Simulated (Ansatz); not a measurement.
# C₂H₅F₃GeO: small, medium and large basis sets

Aim: see how fast density functionals converge with the basis set for C₂H₅F₃GeO.

Program: Ansatz 0.2.0, Gaussian basis. Level of theory: one geometry, several basis sets. These are calculated values, not measurements.

The runs, in order: PBE0-D4/def2-SVP; ωB97M-V/def2-SVP; PBE0-D4/def2-QZVPP; ωB97M-V/def2-QZVPP; the functionals' def2-TZVPP values are taken from earlier runs.

## (1) The relaxed structure

All runs share one geometry, relaxed beforehand with PBE0-D4 in a triple-zeta def2 set.

SMILES `FC(F)(F)C[O][GeH3]`, 12 atoms, charge 0, spin multiplicity 1.

Atoms are counted from 1 here; the program's logs count them from 0.

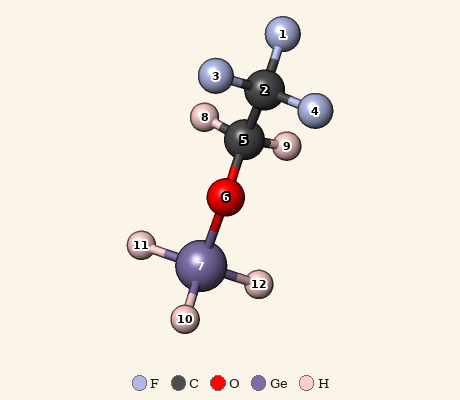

The structure; fluorine light blue, carbon dark grey, oxygen red, germanium purple, hydrogen pink; atoms are numbered from 1 in the order of the file.

Coordinates:

```mol
C2H5F3GeO
  3D, bonds by distance, orders not assigned

 12 11  0  0  0  0  0  0  0  0999 V2000
   -1.5937   -1.2338    2.1171 F   0  0
   -1.3147   -1.1300    0.8086 C   0  0
   -2.4389   -0.7807    0.1811 F   0  0
   -0.9666   -2.3413    0.3713 F   0  0
   -0.2109   -0.1135    0.6076 C   0  0
    0.0705   -0.0129   -0.7494 O   0  0
    1.3702    1.0908   -1.2846 Ge  0  0
   -0.5680    0.8307    1.0419 H   0  0
    0.6477   -0.4596    1.1997 H   0  0
    1.3972    0.9310   -2.8037 H   0  0
    1.0020    2.5184   -0.8418 H   0  0
    2.6822    0.6458   -0.6137 H   0  0
  1  2  8  0
  2  3  8  0
  2  4  8  0
  2  5  8  0
  5  6  8  0
  6  7  8  0
  5  8  8  0
  5  9  8  0
  7 10  8  0
  7 11  8  0
  7 12  8  0
M  END
```

## (2) PBE0-D4 in def2-SVP

Input file in.yaml:

```yaml
crystal:
  periodic: [false, false, false]
  atoms:
    - {symbol: F, position_ang: [-1.593691, -1.233793, 2.117096]}
    - {symbol: C, position_ang: [-1.314702, -1.130023, 0.808564]}
    - {symbol: F, position_ang: [-2.438902, -0.780742, 0.181137]}
    - {symbol: F, position_ang: [-0.966554, -2.341326, 0.371289]}
    - {symbol: C, position_ang: [-0.210921, -0.113461, 0.607592]}
    - {symbol: O, position_ang: [0.070454, -0.012943, -0.749403]}
    - {symbol: Ge, position_ang: [1.370208, 1.090845, -1.284574]}
    - {symbol: H, position_ang: [-0.567996, 0.830673, 1.041907]}
    - {symbol: H, position_ang: [0.647736, -0.459637, 1.199651]}
    - {symbol: H, position_ang: [1.397243, 0.931002, -2.803658]}
    - {symbol: H, position_ang: [1.002022, 2.518403, -0.841821]}
    - {symbol: H, position_ang: [2.682204, 0.645799, -0.613681]}
basis:
  gaussian: {orbitals: def2-SVP}
hamiltonian: {xc: pbe0, dispersion: d4}
output: {orbitals: {seedname: orbitals}}
```

Run with:

```console
$ ansatz run in.yaml --threads 4 --pin off --events-out ev --progress --plain --max-ram 11315MiB
```

Output:

```text
Functional definition: PBE0
  name "PBE0"
  cite "Adamo & Barone, J. Chem. Phys. 110, 6158 (1999) doi:10.1063/1.478522"
  cite "Perdew, Burke & Ernzerhof, Phys. Rev. Lett. 77, 3865 (1996) doi:10.1103/PhysRevLett.77.3865"
  parent pbe
  parameter a = 0.25
  parameter kappa = 0.804
  parameter beta = 0.06672455060314922
  exchange = (1 - a)*pbe_x(kappa = kappa, mu = beta*pi^2/3) + a*exact_x
  correlation = pbe_c(beta = beta)
1381 factors; integrals over basis functions are off by at most 1.4e-3 eV
mean field evaluation 1: about -68830.7602 eV, gradient 5.3e1 eV
mean field evaluation 2: about -68824.7583 eV, gradient 7.9e1 eV
mean field evaluation 4: about -68835.4246 eV, gradient 3.2e0 eV
mean field evaluation 8: about -68835.6788 eV, gradient 1.9e-1 eV
mean field evaluation 16: about -68835.6789 eV, gradient 9.6e-5 eV
mean field -68835.67885682 eV, -2529.6645394892 hartree, gradient 2.2e-5 eV, S^2 0.000000; 0 other end points of the search recorded, 0 dependent functions left out
reference -68835.67888167 eV, -2529.6645404025 hartree; 42, 42 occupied and 99, 99 virtual orbitals, 1381 factors
Total energy: -68835.88026281 eV, -2529.6719410228 hartree
```

It took 1.7 s on 4 threads of Intel Xeon Platinum 8488C, shared host; peak memory 0.42 GiB.

## (3) ωB97M-V in def2-SVP

Changes to in.yaml since step 2:

```diff
@@ -17,3 +17,3 @@
   gaussian: {orbitals: def2-SVP}
-hamiltonian: {xc: pbe0, dispersion: d4}
+hamiltonian: {xc: {name: wB97M-V}}
 output: {orbitals: {seedname: orbitals}}
```

Launched as before.

Output, cut to the lines that bear on the results:

```text
Functional definition: wB97M-V
  name "wB97M-V"
  cite "Mardirossian & Head-Gordon, J. Chem. Phys. 144, 214110 (2016) doi:10.1063/1.4952647"
  cite "Becke, J. Chem. Phys. 107, 8554 (1997) doi:10.1063/1.475007"
  cite "Vydrov & Van Voorhis, J. Chem. Phys. 133, 244103 (2010) doi:10.1063/1.3521275"
  # Of w^i u^j: cxij and so on, Table III.
[...]
  gx(w, u) = 1 - cx + cx01*u + cx10*w
  gss(w, u) = css00 + css04*u^4 + css10*w + css20*w^2 + css43*w^4*u^3
  gos(w, u) = cos00 + cos10*w + (cos20 + cos21*u)*w^2 + (cos60 + cos61*u)*w^6
[...]
      + integral(e_c_pw_mod_opposite_spin*gos(b97_w_opposite, b97_u_opposite)) + vv10(b, c)
1381 factors; integrals over basis functions are off by at most 1.4e-3 eV
327 factors; integrals over basis functions are off by at most 4.7e-6 eV
[...]
mean field -68848.29365258 eV, -2530.1281246826 hartree, gradient 2.5e-5 eV, S^2 0.000000; 0 other end points of the search recorded, 0 dependent functions left out
reference -68848.29369208 eV, -2530.1281261343 hartree; 42, 42 occupied and 99, 99 virtual orbitals, 1381 factors
Total energy: -68848.29369208 eV, -2530.1281261343 hartree
```

Run time: 4.7 s. Hardware: 4 threads of Intel Xeon Platinum 8488C, shared host; peak memory 0.58 GiB.

## (4) PBE0-D4 in def2-QZVPP

Changes to in.yaml since step 3:

```diff
@@ -16,4 +16,4 @@
 basis:
-  gaussian: {orbitals: def2-SVP}
-hamiltonian: {xc: {name: wB97M-V}}
+  gaussian: {orbitals: "def2-QZVPP.json"}
+hamiltonian: {xc: pbe0, dispersion: d4}
 output: {orbitals: {seedname: orbitals}}
```

The command is unchanged.

Output:

```text
Functional definition: PBE0
  name "PBE0"
  cite "Adamo & Barone, J. Chem. Phys. 110, 6158 (1999) doi:10.1063/1.478522"
  cite "Perdew, Burke & Ernzerhof, Phys. Rev. Lett. 77, 3865 (1996) doi:10.1103/PhysRevLett.77.3865"
  parent pbe
  parameter a = 0.25
  parameter kappa = 0.804
  parameter beta = 0.06672455060314922
  exchange = (1 - a)*pbe_x(kappa = kappa, mu = beta*pi^2/3) + a*exact_x
  correlation = pbe_c(beta = beta)
1951 factors; their error is unknown
mean field evaluation 1: about -68853.3723 eV, gradient 6.2e1 eV
mean field evaluation 2: about -68843.8995 eV, gradient 9.6e1 eV
mean field evaluation 4: about -68859.2667 eV, gradient 4.5e0 eV
mean field evaluation 8: about -68859.4358 eV, gradient 7.4e-1 eV
mean field evaluation 16: about -68859.4362 eV, gradient 4.8e-5 eV
mean field -68859.43620428 eV, -2530.5376059049 hartree, gradient 4.8e-5 eV, S^2 0.000000; 0 other end points of the search recorded, 0 dependent functions left out
reference -68859.43624229 eV, -2530.5376073018 hartree; 42, 42 occupied and 539, 539 virtual orbitals, 1951 factors
Total energy: -68859.63762342 eV, -2530.5450079220 hartree
```

Run time: 13 s. Hardware: 4 threads of Intel Xeon Platinum 8488C, shared host; peak memory 3 GiB.

## (5) ωB97M-V in def2-QZVPP

Changes to in.yaml since step 4:

```diff
@@ -17,3 +17,3 @@
   gaussian: {orbitals: "def2-QZVPP.json"}
-hamiltonian: {xc: pbe0, dispersion: d4}
+hamiltonian: {xc: {name: wB97M-V}}
 output: {orbitals: {seedname: orbitals}}
```

The command is unchanged.

Output, cut to the lines that bear on the results:

```text
Functional definition: wB97M-V
  name "wB97M-V"
  cite "Mardirossian & Head-Gordon, J. Chem. Phys. 144, 214110 (2016) doi:10.1063/1.4952647"
  cite "Becke, J. Chem. Phys. 107, 8554 (1997) doi:10.1063/1.475007"
  cite "Vydrov & Van Voorhis, J. Chem. Phys. 133, 244103 (2010) doi:10.1063/1.3521275"
  # Of w^i u^j: cxij and so on, Table III.
[...]
  gx(w, u) = 1 - cx + cx01*u + cx10*w
  gss(w, u) = css00 + css04*u^4 + css10*w + css20*w^2 + css43*w^4*u^3
  gos(w, u) = cos00 + cos10*w + (cos20 + cos21*u)*w^2 + (cos60 + cos61*u)*w^6
[...]
      + integral(e_c_pw_mod_opposite_spin*gos(b97_w_opposite, b97_u_opposite)) + vv10(b, c)
1939 factors; their error is unknown
409 factors; integrals over basis functions are off by at most 7.2e-6 eV
[...]
mean field -68872.31147545 eV, -2531.0107633934 hartree, gradient 3.0e-5 eV, S^2 0.000000; 0 other end points of the search recorded, 0 dependent functions left out
reference -68872.31153865 eV, -2531.0107657159 hartree; 42, 42 occupied and 539, 539 virtual orbitals, 1939 factors
Total energy: -68872.31153865 eV, -2531.0107657159 hartree
```

It took 25 s on 4 threads of Intel Xeon Platinum 8488C, shared host; peak memory 3.1 GiB.

## (6) Density functionals: the series

The def2-TZVPP values come from earlier runs at the same geometry.

| functional | basis | functions | energy (eV) | from the largest (eV) | HOMO (eV) | LUMO (eV) |
| --- | --- | --- | --- | --- | --- | --- |
| PBE0-D4 | def2-SVP | 141 | -68835.8803 | 23.757 | -8.30 | 0.06 |
| PBE0-D4 | def2-TZVPP | 304 | -68857.7675 | 1.870 | -8.42 | -0.18 |
| PBE0-D4 | def2-QZVPP | 581 | -68859.6376 | 0.000 | -8.45 | -0.39 |
| ωB97M-V | def2-SVP | 141 | -68848.2937 | 24.018 | -10.66 | 1.95 |
| ωB97M-V | def2-TZVPP | 304 | -68870.5058 | 1.806 | -10.80 | 1.61 |
| ωB97M-V | def2-QZVPP | 581 | -68872.3115 | 0.000 | -10.84 | 1.15 |

## (7) Summary of results

| quantity | value |
| --- | --- |
| PBE0-D4: double and triple zeta above quadruple | 23.76, 1.87 eV |
| ωB97M-V: double and triple zeta above quadruple | 24.02, 1.81 eV |

What this shows: PBE0-D4 gains 21.89 eV from double to triple zeta, then 1.87 eV more. Total energies overstate the basis error of differences, where much of it tends to cancel. The LUMO of ωB97M-V is positive and keeps falling with the basis (1.95 to 1.15 eV): an unbound level that the basis holds in place.

For PBE0-D4 the largest set took about 8 times as long as the smallest (13 s against 1.7 s).
